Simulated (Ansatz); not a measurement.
**Frequency calculation of SiNH6OF**

The run: frequency calculation of SiNH6OF. Method and program: RHF/def2-SVP (Ansatz 0.2.0).

It belongs to a series of runs on one base structure; here: vibrations at the highest image of the band. Figures and captions count atoms from 1; the log counts them from 0 in places.

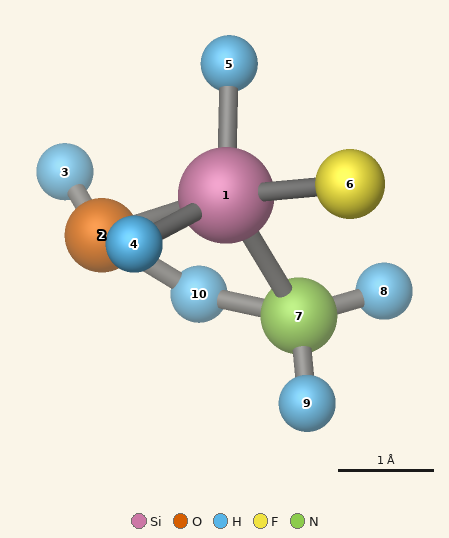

Figure 1. The input geometry (ball-and-stick view, seen at a tilt; atoms are numbered from 1 in the order of the input). Bond lengths as drawn: F–Si 1.65 Å, H–N 1.01 to 1.24 Å, H–O 0.94 to 1.23 Å, H–Si 1.47 Å, N–Si 1.86 Å and O–Si 2.00 Å.

### The input
```yaml
crystal:
  periodic: [false, false, false]
  atoms:
    - { symbol: Si, position_ang: [0.164561, -0.279057, 0.006356] }
    - { symbol: O, position_ang: [0.286592, 0.152743, 1.952022] }
    - { symbol: H, position_ang: [-0.451346, 0.471882, 2.447788] }
    - { symbol: H, position_ang: [1.124819, 0.797431, -0.253904] }
    - { symbol: H, position_ang: [-1.293556, -0.094846, 0.107899] }
    - { symbol: F, position_ang: [0.175731, -0.972094, -1.492862] }
    - { symbol: "N", position_ang: [0.841294, -1.769655, 0.891704] }
    - { symbol: H, position_ang: [0.326517, -2.62069, 0.734281] }
    - { symbol: H, position_ang: [1.815158, -1.958889, 0.715479] }
    - { symbol: H, position_ang: [0.598026, -1.034324, 1.857238] }
basis:
  gaussian: { orbitals: def2-SVP }
hamiltonian:
  xc: hf
phonons: {}
```

Hardware: 1 thread of Arm Neoverse V2, 24 GiB of memory available, shared host.

Run as:
```bash
ansatz run input.yaml --threads 1 --pin off --max-ram 2048MiB --backend cpu --events-out ev --progress --plain --runs-dir out
```

### The program's output
```
Engine: ansatz 0.2.0, aarch64-unknown-linux-gnu
Functional definition: HF
  exchange = exact_x
  correlation = 0
936 factors; integrals over basis functions are off by at most 6.1e-4 eV
mean field evaluation 1: about -14171.9301 eV, gradient 4.3e1 eV
mean field evaluation 2: about -14171.9638 eV, gradient 4.3e1 eV
mean field evaluation 4: about -14175.5332 eV, gradient 2.8e0 eV
mean field evaluation 8: about -14175.5650 eV, gradient 1.2e-4 eV
mean field -14175.56496957 eV, -520.9424040886 hartree, gradient 2.3e-5 eV, S^2 0.000000; 0 other end points of the search recorded, 0 dependent functions left out
the calculation of the forces begins
reference -14175.56496957 eV, -520.9424040886 hartree; 22, 22 occupied and 68, 68 virtual orbitals, 936 factors
these checks for a lower state are left out or cut short: stability, starts, cluster_reference, orbital_swaps, neighbouring_geometries, increment
936 factors; integrals over basis functions are off by at most 6.1e-4 eV
mean field evaluation 16: about -14175.5649 eV, gradient 7.8e-7 eV
mean field -14175.56488412 eV, -520.9424009484 hartree, gradient 1.0e-6 eV, S^2 0.000000; 0 other end points of the search recorded, 0 dependent functions left out
[... from here on the field's lines of each further geometry are left out, up to the last ...]
the calculation of the forces begins
reference -14175.56495718 eV, -520.9424036335 hartree; 22, 22 occupied and 68, 68 virtual orbitals, 936 factors
these checks for a lower state are left out or cut short: stability, starts, cluster_reference, orbital_swaps, neighbouring_geometries, increment
936 factors; integrals over basis functions are off by at most 6.1e-4 eV
mean field -14175.56491678 eV, -520.9424021488 hartree, gradient 1.9e-6 eV, S^2 0.000000; 0 other end points of the search recorded, 0 dependent functions left out
the calculation of the forces begins
reference -14175.56491678 eV, -520.9424021488 hartree; 22, 22 occupied and 68, 68 virtual orbitals, 936 factors
WARN: phonons: modes at or below zero, which the zero-point energy, F, S and C_V leave out: 1, the lowest at -1640.47 cm⁻¹. A minimum has none, and a first-order saddle one
Total energy: -14175.56496957 eV, -520.9424040886 hartree
Atom 0 at     0.164561    -0.279057     0.006356 Å, force     0.021342     0.005483     0.007770 eV/Å
Atom 1 at     0.286592     0.152743     1.952022 Å, force     0.000547    -0.021872    -0.040172 eV/Å
Atom 2 at    -0.451346     0.471882     2.447788 Å, force    -0.015964    -0.001326     0.028330 eV/Å
Atom 3 at     1.124819     0.797431    -0.253904 Å, force    -0.006294    -0.009717     0.001821 eV/Å
Atom 4 at    -1.293556    -0.094846     0.107899 Å, force     0.013814    -0.002935     0.002296 eV/Å
Atom 5 at     0.175731    -0.972094    -1.492862 Å, force    -0.002542     0.006355    -0.008369 eV/Å
Atom 6 at     0.841294    -1.769655     0.891704 Å, force    -0.003930     0.009751     0.015289 eV/Å
Atom 7 at     0.326517    -2.620690     0.734281 Å, force     0.003746    -0.008055     0.007819 eV/Å
Atom 8 at     1.815158    -1.958889     0.715479 Å, force    -0.004395    -0.010780    -0.022837 eV/Å
Atom 9 at     0.598026    -1.034324     1.857238 Å, force    -0.006325     0.033096     0.008054 eV/Å
Dipole moment:    -0.002902    -0.407830     0.560716 e Å
Vibrations: -1640.47 220.55 283.90 305.40 381.26 471.13 550.27 600.59 783.62 810.30 828.89 937.45 950.82 983.83 1075.27 1168.45 1631.82 1698.69 2029.97 2359.28 2408.99 3731.69 3814.68 4199.07 cm⁻¹, zero-point energy 1.997752 eV
```

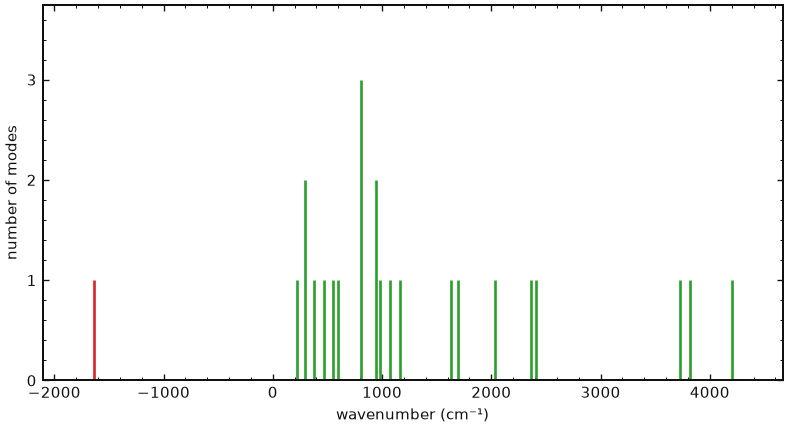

Figure 2. Harmonic vibrational wavenumbers from the force constants; neighbouring modes closer than 27 cm⁻¹ are counted in one stick, and imaginary ones are drawn at negative wavenumbers. 24 modes from 1640i to 4199 cm⁻¹, 1 imaginary beyond 8i (1640i cm⁻¹): a first-order saddle point, if the geometry is stationary.

### Results in brief

```tsv
quantity	value
outcome	converged
total energy	−14175.5650 eV
mean-field energy	−14175.5650 eV
largest force (length of the vector)	0.046 eV/Å
wall time	60 s
peak memory	0.16 GiB
```
